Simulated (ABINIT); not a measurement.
# MgS (F-43m): G0W0 in ABINIT against the screening cutoff in the self-energy, part 2 of 2

Aim: move the screening cutoff in the self-energy of a G0W0 run on MgS (F-43m) over a wide range.

ABINIT 10.8.3; LDA and many-body steps on it, plane waves. Known limits of the many-body steps: not at the basis limit; coarse k mesh.

So far. Step 2 (Screening, 4×4×4 mesh, 81 bands, screening to 176.9 eV): Local fields lower ε∞ by 15 %. On a Γ-centred mesh this coarse the value itself is usually too large, while a short band sum pulls it down. Step 5 (2.3 Ha): The gap on the mesh goes from 3.17 eV to 4.92 eV, a correction of +1.75 eV.

## Step 6: 3.2 Ha

Level of this step: G0W0 on LDA, plane waves, norm-conserving pseudopotentials (ABINIT).

run.abi reads:

```
acell 3*1.0 Angstrom
rprim 
  -0.000000000000 2.833120046800 2.833120046800
  2.833120046800 -0.000000000000 2.833120046800
  2.833120046800 2.833120046800 -0.000000000000
ntypat 2
znucl 12 16
natom 2
typat 1 2
xred 
  0.000000000000 0.000000000000 0.000000000000
  0.750000000000 0.750000000000 0.750000000000
pp_dirpath "pseudos"
pseudos "Mg.upf, S.upf"
ecut 38
ngkpt 4 4 4
nshiftk 1
shiftk 0 0 0
kptopt 1
chksymbreak 0
istwfk *1
occopt 1
irdwfk 1
optdriver 4
nband 81
gwcalctyp 0
ecutsigx 38
symsigma 1
nkptgw 1
kptgw 
  0.0000000000 0.0000000000 0.0000000000
bdgw 
  6 12
ecuteps 3.2
irdscr 1
ppmodel 1
indata_prefix "in"
outdata_prefix "out"
tmpdata_prefix "tmp"
```

Command:

```console
$ OMP_NUM_THREADS=1 mpirun -n 4 abinit run.abi > log
```

Log:

```text
.Version 10.8.3 of ABINIT. v10.8.2 released Aug 2026.

 Symmetries : space group F-4 3 m (#216); Bravais cF (face-center cubic)
[... echo of the input left out ...]
== DATASET  1 ==================================================================
-   mpi_nproc: 4, omp_nthreads: 1 (-1 if OMP is not activated)

--- !DatasetInfo
iteration_state: {dtset: 1, }
dimensions: {natom: 2, nkpt: 8, mband: 81, nsppol: 1, nspinor: 1, nspden: 1, mpw: 3479, }
cutoff_energies: {ecut:  38.0, pawecutdg:  -1.0, }
[...]
10   9.041 -10.175  -4.841  -3.908   0.809  -0.236  -9.021   1.154  10.195
       11   9.041 -10.175  -4.841  -3.908   0.809  -0.236  -9.021   1.154  10.195
       12   9.041 -10.175  -4.841  -3.908   0.809  -0.236  -9.021   1.154  10.195

== END DATASET(S) ==============================================================
================================================================================

 -outvars: echo values of variables after computation  --------
           etotal      0.0000000000E+00
            nband          81
             nkpt           8
          spgroup         216
 [... the other variables as echoed above ...]

 Calculation completed.
```

Run time: 2.3 s. Hardware: 4 MPI ranks of Arm Neoverse V2, shared host; peak memory 0.16 GiB.

This step gave:

* G0W0 gap on the points computed: 4.936 eV
* starting gap on the mesh: 3.165 eV
* k of the valence top: 0, 0, 0
* k of the conduction bottom: 0, 0, 0
* least direct G0W0 gap on the computed points: 4.936 eV

Against the run before, the gap moves by +0.016 eV.

## Step 7: 4.9 Ha

run.abi: that of step 6 with these lines changed.

```diff
@@ -33,3 +33,3 @@
   6 12
-ecuteps 3.2
+ecuteps 4.9
 irdscr 1
```

Log:

```text
.Version 10.8.3 of ABINIT. v10.8.2 released Aug 2026.

 Symmetries : space group F-4 3 m (#216); Bravais cF (face-center cubic)
[... echo of the input left out ...]
== DATASET  1 ==================================================================
-   mpi_nproc: 4, omp_nthreads: 1 (-1 if OMP is not activated)

--- !DatasetInfo
iteration_state: {dtset: 1, }
dimensions: {natom: 2, nkpt: 8, mband: 81, nsppol: 1, nspinor: 1, nspden: 1, mpw: 3479, }
cutoff_energies: {ecut:  38.0, pawecutdg:  -1.0, }
[...]
10   9.041 -10.175  -4.841  -3.906   0.808  -0.237  -9.020   1.154  10.196
       11   9.041 -10.175  -4.841  -3.906   0.808  -0.237  -9.020   1.154  10.196
       12   9.041 -10.175  -4.841  -3.906   0.808  -0.237  -9.020   1.154  10.196

== END DATASET(S) ==============================================================
================================================================================

 -outvars: echo values of variables after computation  --------
           etotal      0.0000000000E+00
            nband          81
             nkpt           8
          spgroup         216
 [... the other variables as echoed above ...]

 Calculation completed.
```

Run time: 3.4 s. Hardware: 4 MPI ranks; peak memory 0.66 GiB.

This step gave:

| Quantity | Value |
| --- | --- |
| G0W0 gap on the points computed | 4.999 eV |
| starting gap on the mesh | 3.165 eV |
| k of the valence top | 0, 0, 0 |
| k of the conduction bottom | 0, 0, 0 |
| least direct G0W0 gap on the computed points | 4.999 eV |

Against the run before, the gap moves by +0.063 eV.

## Step 8: 6.5 Ha

run.abi: that of step 7 with these lines changed.

```diff
@@ -33,3 +33,3 @@
   6 12
-ecuteps 4.9
+ecuteps 6.5
 irdscr 1
```

Log:

```text
.Version 10.8.3 of ABINIT. v10.8.2 released Aug 2026.

 Symmetries : space group F-4 3 m (#216); Bravais cF (face-center cubic)
[... echo of the input left out ...]
== DATASET  1 ==================================================================
-   mpi_nproc: 4, omp_nthreads: 1 (-1 if OMP is not activated)

--- !DatasetInfo
iteration_state: {dtset: 1, }
dimensions: {natom: 2, nkpt: 8, mband: 81, nsppol: 1, nspinor: 1, nspden: 1, mpw: 3479, }
cutoff_energies: {ecut:  38.0, pawecutdg:  -1.0, }
[...]
10   9.041 -10.175  -4.841  -3.903   0.808  -0.237  -9.018   1.156  10.198
       11   9.041 -10.175  -4.841  -3.903   0.808  -0.237  -9.018   1.156  10.198
       12   9.041 -10.175  -4.841  -3.903   0.808  -0.237  -9.018   1.156  10.198

== END DATASET(S) ==============================================================
================================================================================

 -outvars: echo values of variables after computation  --------
           etotal      0.0000000000E+00
            nband          81
             nkpt           8
          spgroup         216
 [... the other variables as echoed above ...]

 Calculation completed.
```

Wall time 5.1 s (4 MPI ranks); peak memory 0.62 GiB; 20 s of CPU time.

Numbers from this step:

```
G0W0 gap on the points computed              : 4.999 eV
starting gap on the mesh                     : 3.165 eV
k of the valence top                         : 0, 0, 0
k of the conduction bottom                   : 0, 0, 0
least direct G0W0 gap on the computed points : 4.999 eV
```

Against the run before, the gap moves by +0.000 eV.

## Step 9: The runs together

Times are wall times on 4 MPI ranks of Arm Neoverse V2, shared host, good to a factor of about two. A run's time includes the screening step that it read.

```
   run   mesh  bands  screening cutoff (eV)  DFT gap (eV)  gap on the mesh (eV)  direct (eV)  ε∞ used  time
0.7 Ha  4×4×4     81                     19         3.165                 4.716        4.716     4.41  17 s
1.3 Ha  4×4×4     81                   35.4         3.165                 4.716        4.716     4.41  17 s
2.3 Ha  4×4×4     81                   62.6         3.165                 4.920        4.920     4.41  17 s
3.2 Ha  4×4×4     81                   87.1         3.165                 4.936        4.936     4.41  17 s
4.9 Ha  4×4×4     81                  133.3         3.165                 4.999        4.999     4.41  18 s
6.5 Ha  4×4×4     81                  176.9         3.165                 4.999        4.999     4.41  20 s
```

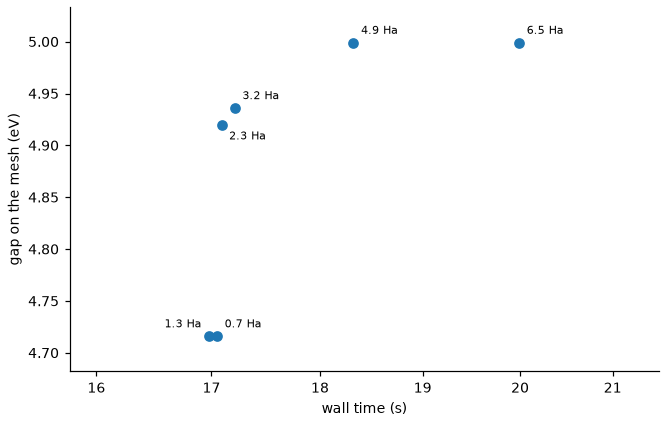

Result against wall time.

## Step 10: Outcome

* 0.7 Ha: 4.716 eV
* 1.3 Ha: 4.716 eV
* 2.3 Ha: 4.920 eV
* 3.2 Ha: 4.936 eV
* 4.9 Ha: 4.999 eV
* 6.5 Ha: 4.999 eV
* known limits: not at the basis limit; coarse k mesh

The setting moved: screening cutoff in the self-energy. From 0.7 Ha to 6.5 Ha the gap moves by +0.28 eV. It holds to 0.03 eV from 4.9 Ha on. Bands and screening cutoff are coupled, so a series along one setting does not show full convergence. Bands and cutoff are finite, so the gap is not at the basis limit. The miss can reach some tenths of an eV and take either sign; the mesh is an error of its own. In the G0W0 runs levels were corrected at 1 k point alone, so a gap called «on the mesh» is the least over those, and an edge elsewhere would be missed. The 4×4×4 mesh is coarse for this cell, which bears on the long-range parts of exchange and screening.

[Paths, hosts, dates, memory and timing lines, banners, echoed tables and standing remarks are left out of the program output.]

[Logs are printed without paths, hosts, clocks, repeated set-up lines and the standing remarks that a program may print on its own settings, such as how far it seeks lower states.]

[Runs of the session that timed out or met a known fault of the program may be left out.]

[Hosts, paths, dates, database ids (printed as entryN), source tags and the programs' standing remarks are cut or masked in the printed files.]

[G0W0 gaps are taken among the corrected bands and points alone; a level outside them can change the order at an edge.]

[Where Ansatz stands beside ABINIT at settings called matched, ABINIT's density can come from a denser mesh and the files from another edition; pairs whose starting gaps differed by over 0.03 eV were left out, so agreement reads better than it is.]
